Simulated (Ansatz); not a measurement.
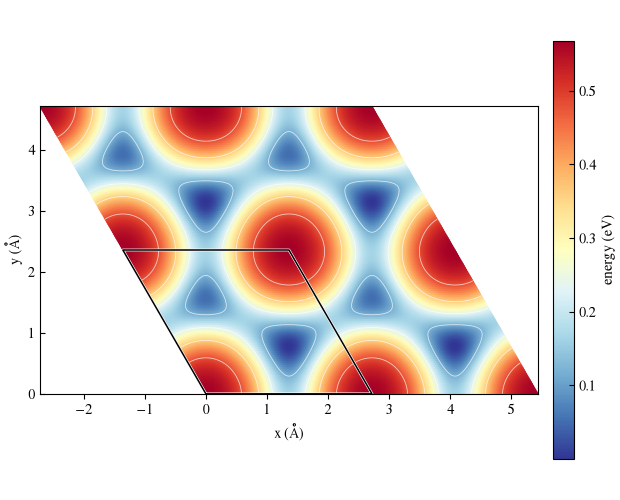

Cl on a Ru(001) slab cut from the P6_3/mmc phase, its upper half relaxed before the scan (16 atoms of substrate and one adsorbate in a 2 × 2 cell). 
- Cl is moved over the surface cell; relaxed at each place: the height of the adsorbate's atoms; substrate rigid; the origin of the map has the adsorbate above Ru13.
- Places are given modulo a cell vector. The map is drawn in real space over the plane of the surface.
- The scan uses a 6 × 6 grid; 10 points were computed and 26 follow by symmetry.
- Places are given in fractions of the 1 × 1 surface cell.
- Energies: eV, counted from the lowest grid point.
- Theory: DFT PBE, scalar-relativistic, plane waves, PAW (Ansatz). Settings: cutoff 420 eV, k-mesh 6×6×1, gaussian smearing 0.1 eV, no spin polarisation.

Drawn: a smooth colour map with a few white contour lines, the outline of one cell of the 2 × 2 shown. Between grid points the surface is interpolated.

The lowest grid point is at a threefold hollow, (4/6, 2/6) of the cell vectors. There is a further well near a threefold hollow over a second-layer Ru atom, (2/6, 4/6) of the cell vectors (0.051 eV above the lowest at that grid point). The highest grid point, the top site over a surface Ru atom, (0/6, 0/6) of the cell vectors, lies 0.568 eV above the lowest. On the interpolated surface the easiest way out of the lowest well to the well at a threefold hollow over a second-layer Ru atom, (2/6, 4/6) of the cell vectors passes a barrier of about 0.17 eV. At the lowest point the adsorbate has 3 Ru at 2.49 Å as nearest neighbours, at the highest 1 Ru at 2.31 Å. Its relaxed height above the top atom is 1.94 Å at the lowest and 2.31 Å at the highest point.

Cl is replaced by N; all else is set up alike.

Q: How does the landscape change?

A: The minimum (interpolated where it lies between grid points) moves from a threefold hollow, (4/6, 2/6) of the cell vectors to a threefold hollow over a second-layer Ru atom, (2/6, 4/6) of the cell vectors. The span from the lowest to the highest grid point grows from 0.568 to 1.854 eV. The easiest pass out of the lowest well goes from about 0.17 to about 0.8 eV on the interpolated surfaces. Higher wells of the new map: a threefold hollow, (4/6, 2/6) of the cell vectors, 0.601 eV up (that grid point lay 0.000 eV up before). In the new map: at the lowest point the adsorbate has 3 Ru at 1.92 Å as nearest neighbours, at the highest 1 Ru at 1.69 Å. Its relaxed height above the top atom is 1.10 Å at the lowest and 1.69 Å at the highest point.

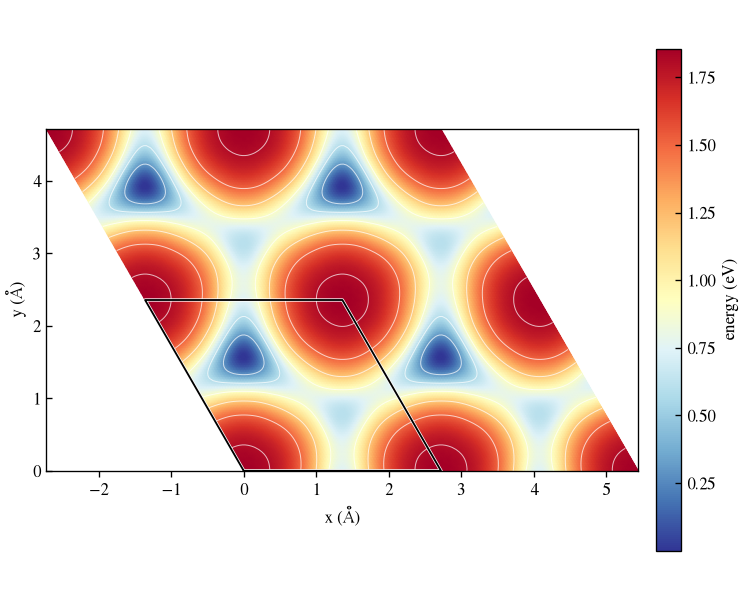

The map after the change, on a colour scale of its own. The picture shows a smooth colour map with a few white contour lines, the outline of one cell of the 2 × 2 shown. Between grid points the surface is interpolated.

PAW datasets: the set soft_1.
